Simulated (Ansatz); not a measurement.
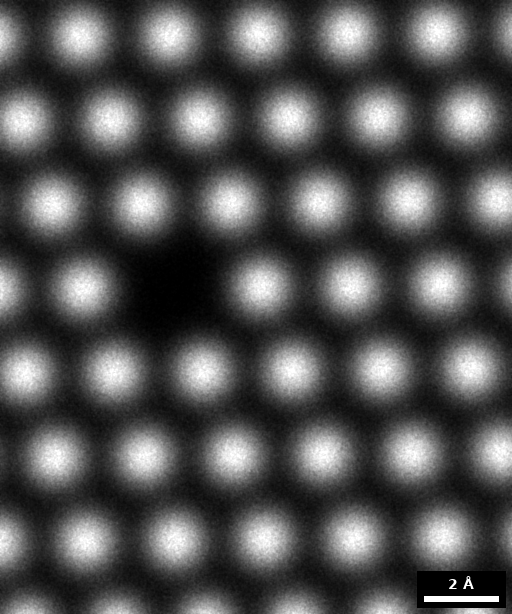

HAADF-like image of Al (Fm-3m, No. 225) along [110]. Simulation: incoherent imaging, intensity Z^1.8 per atom, probe width 1.30 Å, thin sample. Shot noise was added.

The sample is 1 repeat (2.8 Å) thick. One point defect was put into the perfect crystal, without relaxing the atoms around it. Brightness is counted from the darkest point of the image. Host structure: the geometry given to an electronic-structure calculation, possibly off equilibrium.

Where is the defect (in Å from the left and the top edge), and what does its contrast suggest?

Answer. At about 5 Å from the left and 8 Å from the top. The column has all but vanished there, which points to a vacancy or a much lighter atom. The column holds 1 atom (Al) through the sample, and one Al atom is missing, so its peak vanishes.
